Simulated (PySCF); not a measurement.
C4H10GeO2

```xyz
17

C     0.1778   -0.3861   -1.9462
C     0.0654   -0.3403   -0.4246
C    -1.3588    0.0429    0.0008
C    -1.5671   -0.1251    1.4690
O    -0.7086   -0.3979    2.2625
O     1.0039    0.5852    0.0549
Ge    1.7447    0.6082    1.6534
H     1.1914   -0.6583   -2.2263
H    -0.5136   -1.1162   -2.3593
H    -0.0401    0.5949   -2.3613
H     0.2771   -1.3407   -0.0172
H    -2.1009   -0.5518   -0.5365
H    -1.5365    1.0948   -0.2409
H    -2.6125    0.0237    1.8051
H     0.9457    1.4213    2.6270
H     2.0197   -0.7858    2.1184
H     3.0055    1.3433    1.3044
```

Geometry: GFN2-xTB.

Theory: PBE0/def2-SVPD, SCF density, gas phase (PySCF 2.14.0).

What will maps of the electron density and electron localisation function show?

C–O (1.20 Å): ρ at the midpoint is about 3.4 e/Å³; the ELF peaks at about 0.85 between the atoms (a multiple bond).
C–C (1.49 Å): the density is about 1.8 e/Å³ at the midpoint; the ELF peaks at about 0.95 between the atoms (a covalent bond).
C–H (1.11 Å): ρ is about 2 e/Å³ halfway; the ELF climbs to about 1 towards the hydrogen, as it does in any bond to H; a covalent bond by its length.
C–C (1.53 Å): ρ at the midpoint is about 1.7 e/Å³; the ELF peaks at about 0.95 between the atoms, as expected for a shared electron pair.

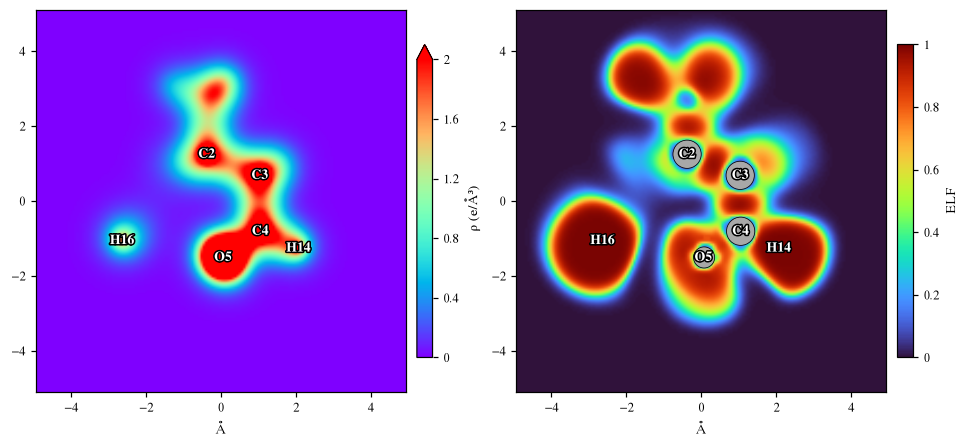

Computed electron density and electron localisation function on the plane of atoms C3, C4 and O5, in this order. Grey discs cover the atomic cores in the ELF map. 
